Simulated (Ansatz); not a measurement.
# C₂H₇BGaNS: small, medium and large basis sets

Aim: see how fast density functionals converge with the basis set for C₂H₇BGaNS.

Program: Ansatz 0.2.0, Gaussian basis. Level of theory: one geometry, several basis sets. These are calculated values, not measurements.

Plan: PBE0-D4/def2-SVP; ωB97M-V/def2-SVP; PBE0-D4/def2-QZVPP; ωB97M-V/def2-QZVPP; the functionals' def2-TZVPP values are taken from earlier runs.

## (1) The geometry

All runs share one geometry, relaxed beforehand with PBE0-D4/def2-TZVP.

SMILES `BC(S)/C=[N]\[GaH2]`, 13 atoms, charge 0, spin multiplicity 1.

Atoms are counted from 1 here; the program's logs count them from 0.

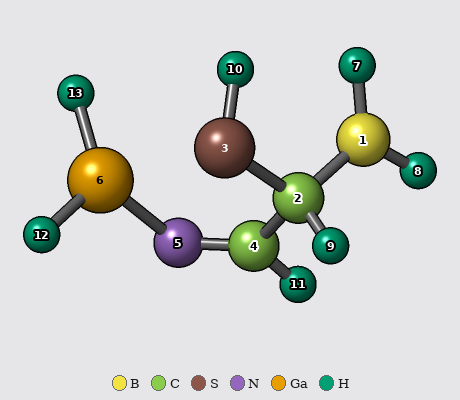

The geometry (boron yellow, carbon green, sulfur brown, nitrogen purple, gallium amber, hydrogen teal); atoms are numbered from 1 in the order of the file.

As a file:

```xyz
13
C2H7BGaNS
B     0.4076   -1.7141   -0.9987
C    -0.2508   -0.9663    0.1909
S     0.8912   -0.1842    1.3526
C    -1.2496    0.0730   -0.4273
N    -1.1924    1.3049   -0.3047
Ga    0.1256    2.1827    0.7516
H     1.5736   -1.6106   -1.2400
H    -0.2959   -2.3562   -1.7198
H    -0.8711   -1.6639    0.7666
H     1.9793   -0.1792    0.5668
H    -2.0402   -0.4334   -0.9993
H    -0.4194    2.7654    2.0984
H     1.3421    2.7818   -0.0371
```

## (2) PBE0-D4 in def2-SVP

Input file in.yaml:

```yaml
crystal:
  periodic: [false, false, false]
  atoms:
    - {symbol: B, position_ang: [0.407608, -1.714101, -0.998702]}
    - {symbol: C, position_ang: [-0.250817, -0.966283, 0.190945]}
    - {symbol: S, position_ang: [0.891172, -0.184226, 1.352624]}
    - {symbol: C, position_ang: [-1.249569, 0.073047, -0.427302]}
    - {symbol: N, position_ang: [-1.192372, 1.304921, -0.304719]}
    - {symbol: Ga, position_ang: [0.125581, 2.182698, 0.751631]}
    - {symbol: H, position_ang: [1.573625, -1.610584, -1.240027]}
    - {symbol: H, position_ang: [-0.295878, -2.356162, -1.719772]}
    - {symbol: H, position_ang: [-0.871122, -1.663863, 0.766629]}
    - {symbol: H, position_ang: [1.979349, -0.179164, 0.566784]}
    - {symbol: H, position_ang: [-2.040245, -0.433446, -0.999302]}
    - {symbol: H, position_ang: [-0.419369, 2.765385, 2.098355]}
    - {symbol: H, position_ang: [1.342057, 2.781798, -0.037134]}
basis:
  gaussian: {orbitals: def2-SVP}
hamiltonian: {xc: pbe0, dispersion: d4}
output: {orbitals: {seedname: orbitals}}
```

The run is started by

```console
$ ansatz run in.yaml --threads 2 --pin off --events-out ev --progress --plain --max-ram 22528MiB --backend cpu
```

Standard output:

```text
Functional definition: PBE0
  name "PBE0"
  cite "Adamo & Barone, J. Chem. Phys. 110, 6158 (1999) doi:10.1063/1.478522"
  cite "Perdew, Burke & Ernzerhof, Phys. Rev. Lett. 77, 3865 (1996) doi:10.1103/PhysRevLett.77.3865"
  parent pbe
  parameter a = 0.25
  parameter kappa = 0.804
  parameter beta = 0.06672455060314922
  exchange = (1 - a)*pbe_x(kappa = kappa, mu = beta*pi^2/3) + a*exact_x
  correlation = pbe_c(beta = beta)
1424 factors; integrals over basis functions are off by at most 1.2e-3 eV
mean field evaluation 1: about -67530.8564 eV, gradient 5.3e1 eV
mean field evaluation 2: about -67512.1339 eV, gradient 9.7e1 eV
mean field evaluation 4: about -67537.0613 eV, gradient 8.6e0 eV
mean field evaluation 8: about -67537.3827 eV, gradient 8.7e-1 eV
mean field evaluation 16: about -67537.3847 eV, gradient 1.0e-4 eV
mean field -67537.38466841 eV, -2481.9531080804 hartree, gradient 4.0e-5 eV, S^2 0.000000; 0 other end points of the search recorded, 0 dependent functions left out
reference -67537.38470238 eV, -2481.9531093288 hartree; 39, 39 occupied and 102, 102 virtual orbitals, 1424 factors
Total energy: -67537.72758657 eV, -2481.9657100904 hartree
```

It took 3.3 s on 2 threads of AMD EPYC 7R13, shared host.

## (3) ωB97M-V in def2-SVP

in.yaml, as its differences from that of step 2:

```diff
@@ -18,3 +18,3 @@
   gaussian: {orbitals: def2-SVP}
-hamiltonian: {xc: pbe0, dispersion: d4}
+hamiltonian: {xc: {name: wB97M-V}}
 output: {orbitals: {seedname: orbitals}}
```

Launched as before.

Standard output, cut to the lines that bear on the results:

```text
Functional definition: wB97M-V
  name "wB97M-V"
  cite "Mardirossian & Head-Gordon, J. Chem. Phys. 144, 214110 (2016) doi:10.1063/1.4952647"
  cite "Becke, J. Chem. Phys. 107, 8554 (1997) doi:10.1063/1.475007"
  cite "Vydrov & Van Voorhis, J. Chem. Phys. 133, 244103 (2010) doi:10.1063/1.3521275"
  # Of w^i u^j: cxij and so on, Table III.
[...]
  gx(w, u) = 1 - cx + cx01*u + cx10*w
  gss(w, u) = css00 + css04*u^4 + css10*w + css20*w^2 + css43*w^4*u^3
  gos(w, u) = cos00 + cos10*w + (cos20 + cos21*u)*w^2 + (cos60 + cos61*u)*w^6
[...]
      + integral(e_c_pw_mod_opposite_spin*gos(b97_w_opposite, b97_u_opposite)) + vv10(b, c)
1424 factors; integrals over basis functions are off by at most 1.2e-3 eV
406 factors; integrals over basis functions are off by at most 9.3e-6 eV
[...]
mean field -67547.84816066 eV, -2482.3376343284 hartree, gradient 3.6e-5 eV, S^2 0.000000; 0 other end points of the search recorded, 0 dependent functions left out
reference -67547.84821584 eV, -2482.3376363563 hartree; 39, 39 occupied and 102, 102 virtual orbitals, 1424 factors
Total energy: -67547.84821584 eV, -2482.3376363563 hartree
```

It took 11 s on 2 threads of AMD EPYC 7R13, shared host.

## (4) PBE0-D4 in def2-QZVPP

in.yaml, as its differences from that of step 3:

```diff
@@ -17,4 +17,4 @@
 basis:
-  gaussian: {orbitals: def2-SVP}
-hamiltonian: {xc: {name: wB97M-V}}
+  gaussian: {orbitals: "def2-QZVPP.json"}
+hamiltonian: {xc: pbe0, dispersion: d4}
 output: {orbitals: {seedname: orbitals}}
```

The run is started by

```console
$ ansatz run in.yaml --threads 2 --pin off --events-out ev --progress --plain --max-ram 22528MiB --backend cuda --devices 0, --max-vram 18GiB
```

Standard output:

```text
Functional definition: PBE0
  name "PBE0"
  cite "Adamo & Barone, J. Chem. Phys. 110, 6158 (1999) doi:10.1063/1.478522"
  cite "Perdew, Burke & Ernzerhof, Phys. Rev. Lett. 77, 3865 (1996) doi:10.1103/PhysRevLett.77.3865"
  parent pbe
  parameter a = 0.25
  parameter kappa = 0.804
  parameter beta = 0.06672455060314922
  exchange = (1 - a)*pbe_x(kappa = kappa, mu = beta*pi^2/3) + a*exact_x
  correlation = pbe_c(beta = beta)
2108 factors; their error is unknown
mean field evaluation 1: about -67544.6863 eV, gradient 6.7e1 eV
mean field evaluation 2: about -67513.9827 eV, gradient 1.2e2 eV
mean field evaluation 4: about -67553.8362 eV, gradient 1.4e1 eV
mean field evaluation 8: about -67554.2472 eV, gradient 3.4e-1 eV
mean field evaluation 16: about -67554.4099 eV, gradient 1.8e-4 eV
mean field -67554.40989732 eV, -2482.5787737030 hartree, gradient 3.8e-5 eV, S^2 0.000000; 0 other end points of the search recorded, 0 dependent functions left out
reference -67554.40994565 eV, -2482.5787754789 hartree; 39, 39 occupied and 558, 558 virtual orbitals, 2108 factors
Total energy: -67554.75282984 eV, -2482.5913762406 hartree
```

Run time: 5.5 s. Hardware: 1 × H100 (card shared with other runs) with 2 threads of AMD EPYC 7R13, shared host; peak host memory 1.2 GiB.

## (5) ωB97M-V in def2-QZVPP

in.yaml, as its differences from that of step 4:

```diff
@@ -18,3 +18,3 @@
   gaussian: {orbitals: "def2-QZVPP.json"}
-hamiltonian: {xc: pbe0, dispersion: d4}
+hamiltonian: {xc: {name: wB97M-V}}
 output: {orbitals: {seedname: orbitals}}
```

Same command.

Standard output, cut to the lines that bear on the results:

```text
Functional definition: wB97M-V
  name "wB97M-V"
  cite "Mardirossian & Head-Gordon, J. Chem. Phys. 144, 214110 (2016) doi:10.1063/1.4952647"
  cite "Becke, J. Chem. Phys. 107, 8554 (1997) doi:10.1063/1.475007"
  cite "Vydrov & Van Voorhis, J. Chem. Phys. 133, 244103 (2010) doi:10.1063/1.3521275"
  # Of w^i u^j: cxij and so on, Table III.
[...]
  gx(w, u) = 1 - cx + cx01*u + cx10*w
  gss(w, u) = css00 + css04*u^4 + css10*w + css20*w^2 + css43*w^4*u^3
  gos(w, u) = cos00 + cos10*w + (cos20 + cos21*u)*w^2 + (cos60 + cos61*u)*w^6
[...]
      + integral(e_c_pw_mod_opposite_spin*gos(b97_w_opposite, b97_u_opposite)) + vv10(b, c)
2075 factors; their error is unknown
492 factors; integrals over basis functions are off by at most 9.1e-6 eV
[...]
mean field -67564.97808121 eV, -2482.9671472975 hartree, gradient 7.5e-5 eV, S^2 0.000000; 0 other end points of the search recorded, 0 dependent functions left out
reference -67564.97815937 eV, -2482.9671501698 hartree; 39, 39 occupied and 558, 558 virtual orbitals, 2075 factors
Total energy: -67564.97815937 eV, -2482.9671501698 hartree
```

It took 7.5 s on 1 × H100 (card shared with other runs) with 2 threads of AMD EPYC 7R13, shared host; peak host memory 1.3 GiB.

## (6) Functionals by basis

The def2-TZVPP values come from earlier runs at the same geometry.

```csv
functional,basis,functions,energy (eV),from the largest (eV),HOMO (eV),LUMO (eV)
PBE0-D4,def2-SVP,141,-67537.7276,17.025,-6.67,-2.17
PBE0-D4,def2-TZVPP,312,-67552.9901,1.763,-6.73,-2.24
PBE0-D4,def2-QZVPP,597,-67554.7528,0.000,-6.75,-2.25
ωB97M-V,def2-SVP,141,-67547.8482,17.130,-8.84,-0.14
ωB97M-V,def2-TZVPP,312,-67563.2826,1.696,-8.93,-0.31
ωB97M-V,def2-QZVPP,597,-67564.9782,0.000,-8.94,-0.36
```

## (7) What came out

| quantity | value |
| --- | --- |
| PBE0-D4: double and triple zeta above quadruple | 17.03, 1.76 eV |
| ωB97M-V: double and triple zeta above quadruple | 17.13, 1.70 eV |

In words: PBE0-D4 gains 15.26 eV from double to triple zeta, then 1.76 eV more. Total energies overstate the basis error of differences, where much of it tends to cancel.
